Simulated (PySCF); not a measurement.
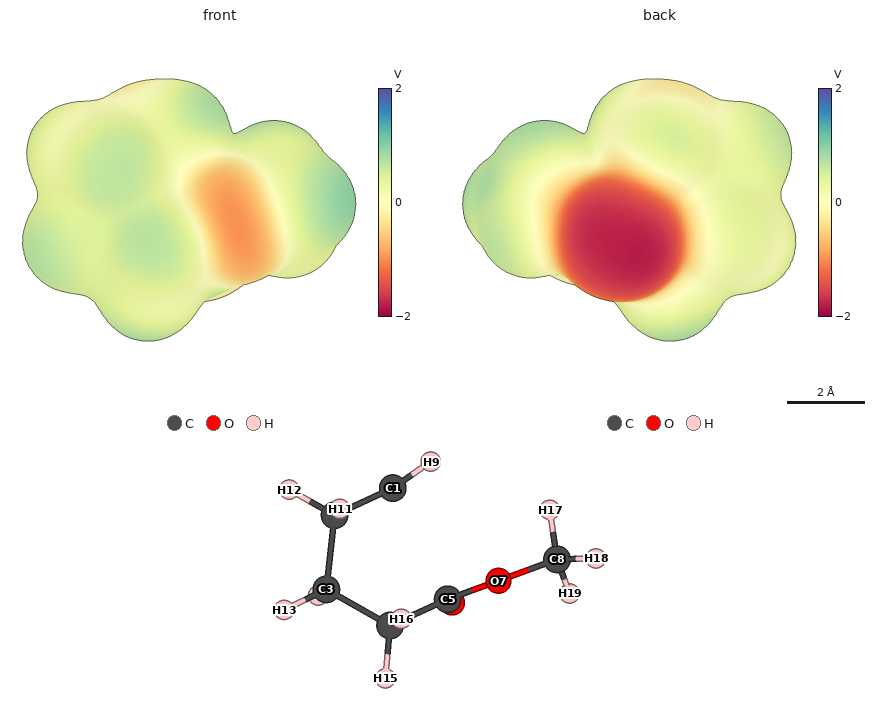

Figure 1: C6H11O2 (doublet). The electrostatic potential painted on the density surface at 0.002 e/bohr³, seen from the front and from behind; the colour scale runs from red (negative) to blue (positive). The bare structure is drawn below in the same view.

Geometry: GFN2-xTB.

These are results of UKS B3LYP, pcH-1 on C H O, non-relativistic, mean-field spin-orbit, GIAO (PySCF), not measurements.

```yaml
atoms:
  - { symbol: C, position_ang: [-1.0526, 1.1142, -0.2851] }
  - { symbol: C, position_ang: [-1.9801, 0.0330, 0.0853] }
  - { symbol: C, position_ang: [-1.3570, -1.3366, -0.2378] }
  - { symbol: C, position_ang: [-0.0250, -1.4522, 0.4980] }
  - { symbol: C, position_ang: [0.9290, -0.3797, 0.0131] }
  - { symbol: O, position_ang: [1.3353, -0.2738, -1.1206] }
  - { symbol: O, position_ang: [1.4329, 0.3248, 1.0484] }
  - { symbol: C, position_ang: [2.4075, 1.3024, 0.7240] }
  - { symbol: H, position_ang: [-0.7784, 1.8735, 0.4216] }
  - { symbol: H, position_ang: [-0.8093, 1.2708, -1.3190] }
  - { symbol: H, position_ang: [-2.2207, 0.0803, 1.1488] }
  - { symbol: H, position_ang: [-2.9148, 0.1189, -0.4839] }
  - { symbol: H, position_ang: [-2.0309, -2.1412, 0.0600] }
  - { symbol: H, position_ang: [-1.1742, -1.4086, -1.3107] }
  - { symbol: H, position_ang: [0.4343, -2.4205, 0.2899] }
  - { symbol: H, position_ang: [-0.1603, -1.3426, 1.5738] }
  - { symbol: H, position_ang: [1.9325, 2.1689, 0.2578] }
  - { symbol: H, position_ang: [2.8804, 1.5893, 1.6599] }
  - { symbol: H, position_ang: [3.1417, 0.8885, 0.0297] }
```

Describe the electrostatic potential map.

Answer. The most negative region (about −1.8 V) lies over O6, the most positive (about +0.9 V) over H18. O6 is the likeliest acceptor of a hydrogen bond.
